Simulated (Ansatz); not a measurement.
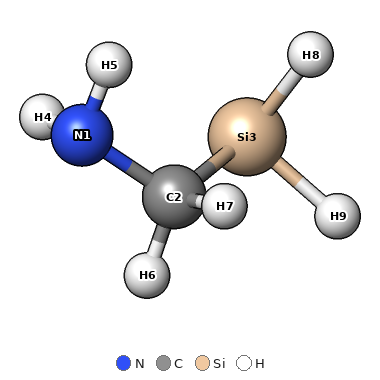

The system is CH₆NSi, SMILES NC[SiH2-], charge −1; the picture shows the reference structure. First axis: bond length N1–C2. Second axis: dihedral H4–N1–C2–Si3. Nothing is relaxed (all other coordinates rigid). The grid has 9 × 10 points. Points are written as (first, second). Energies are in kJ/mol, from the lowest grid point. Energies and slopes of some neighbouring points disagree (a jump in structure or state, or too coarse a mesh). Theory: Ansatz 0.2.0, RKS PBE0-D4/def2-TZVPD.

Its coordinates:

```yaml
atoms:
  - { symbol: N, position_ang: [-0.6904, 0.8058, -1.1068] }
  - { symbol: C, position_ang: [0.2742, 0.5502, -0.0069] }
  - { symbol: Si, position_ang: [-0.2265, -0.9670, 1.1275] }
  - { symbol: H, position_ang: [-1.6196, 0.7522, -0.6902] }
  - { symbol: H, position_ang: [-0.6658, -0.0096, -1.7140] }
  - { symbol: H, position_ang: [0.3260, 1.4602, 0.6056] }
  - { symbol: H, position_ang: [1.2652, 0.4409, -0.4634] }
  - { symbol: H, position_ang: [0.3227, -2.0777, 0.1992] }
  - { symbol: H, position_ang: [1.0142, -0.9551, 2.0490] }
```

Range: bond length N1–C2 from 1.307 to 1.856 Å; dihedral H4–N1–C2–Si3 from −180 to 144°.

Question: What will the energy surface look like?

Answer: The lowest grid point is at (1.513 Å, 36°). The highest grid point, (1.856 Å, −108°), lies 122 kJ/mol above the lowest.

```tsv
dihedral H4–N1–C2–Si3 ↓, bond length N1–C2 →	1.307	1.376	1.444	1.513	1.582	1.650	1.719	1.788	1.856
144	75	31	11	8	17	34	56	81	107
108	79	33	12	8	16	32	54	79	105
72	67	23	5	2	12	29	52	77	104
36	62	20	2	0	10	27	50	76	102
0	77	31	10	7	15	32	53	78	105
−36	81	36	16	12	21	37	59	84	110
−72	85	42	22	19	28	44	66	90	116
−108	109	61	38	32	39	54	74	97	122
−144	109	60	37	31	38	52	73	96	121
−180	82	38	19	16	25	41	63	87	113
```

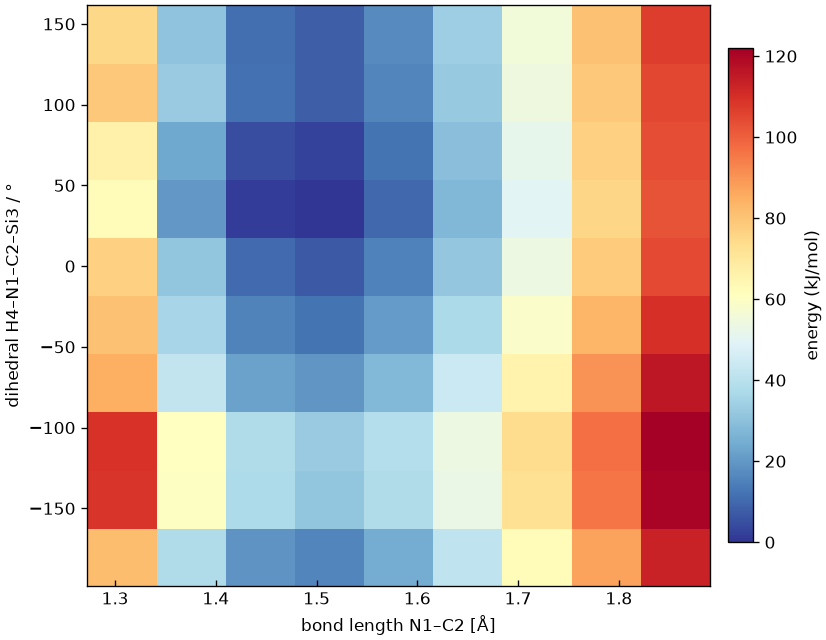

The picture shows one coloured cell a grid point.

Each point was launched as `ansatz run input.yaml --threads 1 --pin off --max-ram 2560MiB --backend cpu --events-out ev --progress --plain --runs-dir out`. Time for the 90 points that were run: 11 min on 1 thread of Arm Neoverse V1, with other jobs on the host.
